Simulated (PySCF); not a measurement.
EPR calculation, with input and output: C6H10B

The run: EPR calculation of C6H10B, multiplicity 2. Method and program: UKS B3LYP, pcH-1 on B C H, non-relativistic, mean-field spin-orbit, GIAO (PySCF 2.14.0).

It belongs to a series of runs on one base structure; here: H added to sp2 C.

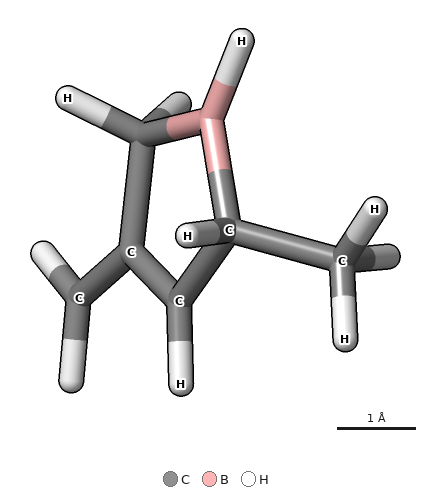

Fig. 1: The input geometry (stick view, seen at a tilt). Bond lengths as drawn: B–C 1.57 to 1.59 Å, B–H 1.17 Å, C–C 1.37 to 1.54 Å and C–H 1.08 to 1.10 Å.

### Summary

```csv
quantity,value
outcome,converged
total energy,−259.468770 hartree
⟨S²⟩,0.776
isotropic g,2.0026
hardware,"1 CPU thread, shared host"
wall time,54 s
peak memory,0.97 GiB
```

### The input
```
{"job": {"kind": "epr", "basis": "pcH-1"}, "charge": 0, "multiplicity": 2}
C      2.283451    -0.013905    -1.349400
C      1.214162     0.034802    -0.496767
C     -0.011399     0.622515    -0.755943
C     -0.986583     0.530349     0.373209
C     -2.357316    -0.005102    -0.077011
B     -0.206324    -0.315212     1.467458
C      1.233236    -0.575597     0.891174
H      3.204841    -0.492231    -1.069347
H      2.235605     0.426180    -2.329459
H     -0.259187     1.103651    -1.687820
H     -1.172433     1.545307     0.761556
H     -3.049841    -0.028303     0.761070
H     -2.253184    -1.015016    -0.467183
H     -2.777919     0.623654    -0.859870
H     -0.624980    -0.673313     2.496319
H      2.023934    -0.120508     1.494368
H      1.496939    -1.635240     0.837737
```

The first line tells a small driver script what to run in PySCF; the rest is the geometry in Å.

Run as:
```bash
OMP_NUM_THREADS=1 python <driver script> task.json out
```

### Log
```
UKS, coarse grid
  cycle   1  E = -259.39817494  |g| = 3.52e-01
  cycle   2  E = -259.38124987  |g| = 4.03e-01
  cycle   3  E = -259.46756101  |g| = 4.34e-02
  cycle   4  E = -259.46816756  |g| = 3.25e-02
  cycle   5  E = -259.46871909  |g| = 9.61e-03
  cycle   6  E = -259.46878213  |g| = 5.05e-03
  cycle   7  E = -259.46880497  |g| = 2.20e-03
  cycle   8  E = -259.46880963  |g| = 8.34e-04
UKS, final grid
  cycle   1  E = -259.46876925  |g| = 1.12e-03
  cycle   2  E = -259.46876850  |g| = 1.67e-03
  cycle   3  E = -259.46876988  |g| = 1.31e-04
  cycle   4  E = -259.46876989  |g| = 3.91e-05
  cycle   5  E = -259.46876989  |g| = 2.78e-05
E = -259.46876989 Eh   <S^2> = 0.7756 (exact 0.7500)
g shifts (ppm)      1          2          3
  rmc          -140       -140       -140
  gc              4         37         30
  oz_so          -9        529        665
  total        -145        426        555
hyperfine (MHz)  atom isotope    a_iso     a_fc   dipolar eigenvalues
    0   13C      53.14      53.14    -51.05    -49.32    100.37
    1   13C     -47.77     -47.77    -28.17     11.06     17.11
    2   13C      55.85      55.85    -50.96    -49.57    100.53
    3   13C     -20.00     -20.00     -1.52      0.59      0.93
    4   13C      37.40      37.40     -2.65     -2.46      5.11
    5   11B       0.70       0.70     -1.03     -0.58      1.61
    6   13C       4.13       4.13     -1.01     -0.14      1.15
    7    1H     -41.17     -41.17    -24.95     -0.10     25.05
    8    1H     -39.11     -39.11    -21.61     -1.40     23.01
    9    1H     -38.64     -38.64    -21.52     -1.61     23.12
   10    1H      86.95      86.95     -3.84     -2.34      6.19
   11    1H       5.01       5.01     -1.89     -1.19      3.08
   12    1H      -2.18      -2.18     -3.28     -1.25      4.53
   13    1H      -1.41      -1.41     -2.58     -1.71      4.29
   14    1H      -0.49      -0.49     -1.05     -0.84      1.89
   15    1H     -15.16     -15.16     -2.05     -0.74      2.79
   16    1H     -13.31     -13.31     -2.04     -0.83      2.87
```

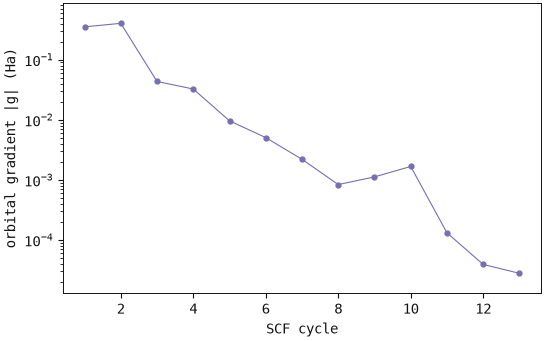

Fig. 2: Convergence of the self-consistent field: orbital gradient |g| against the SCF cycle. All cycles printed in the log are drawn one after another.

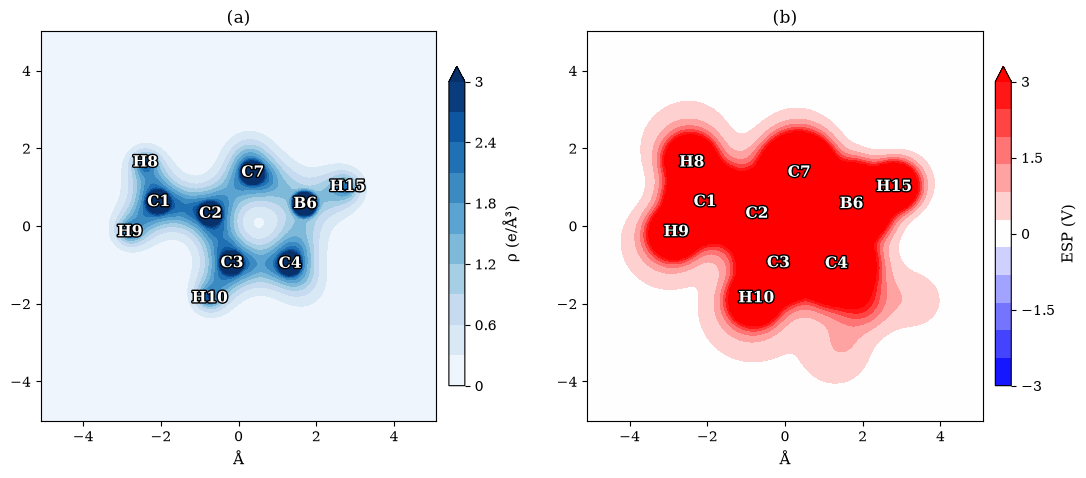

Fig. 3: (a) total electron density; (b) molecular electrostatic potential on the plane of atoms H8, C1 and H9. Atoms in the plane: C, B and H. C–H (1.08 Å): ρ at the midpoint is about 2 e/Å³. C–C (1.49 Å): ρ at the midpoint is about 1.7 e/Å³. C–C (1.52 Å): ρ is about 1.7 e/Å³ halfway. The potential has no marked negative region in this plane.

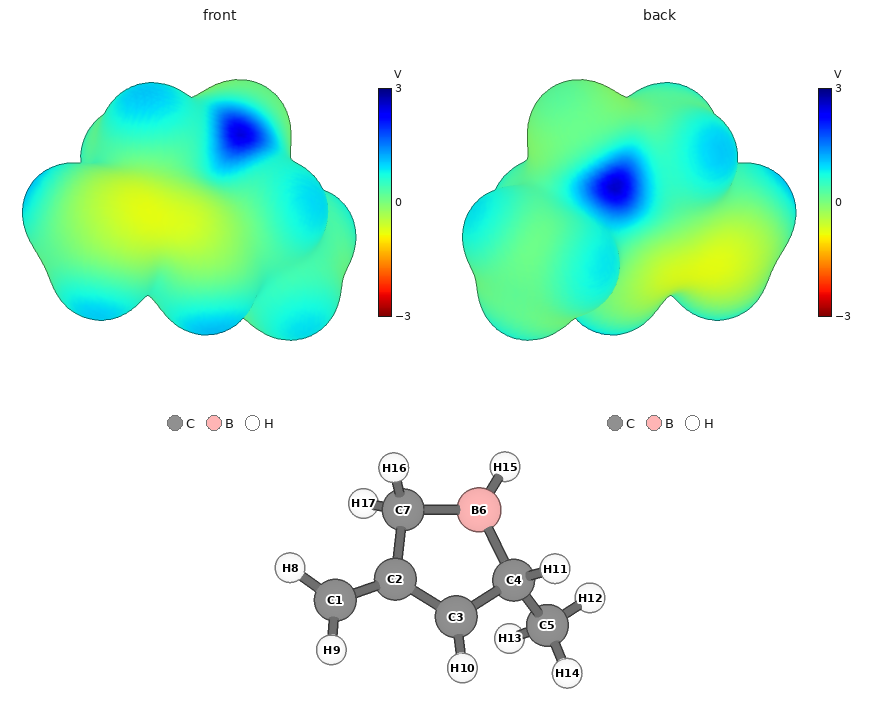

Fig. 4: The molecular electrostatic potential painted on the density surface at 0.004 e/bohr³, seen at a tilt and from behind; red is negative and blue positive. The bare structure is drawn below in the same view. A positive charge is drawn to the negative regions and a negative charge to the positive ones.
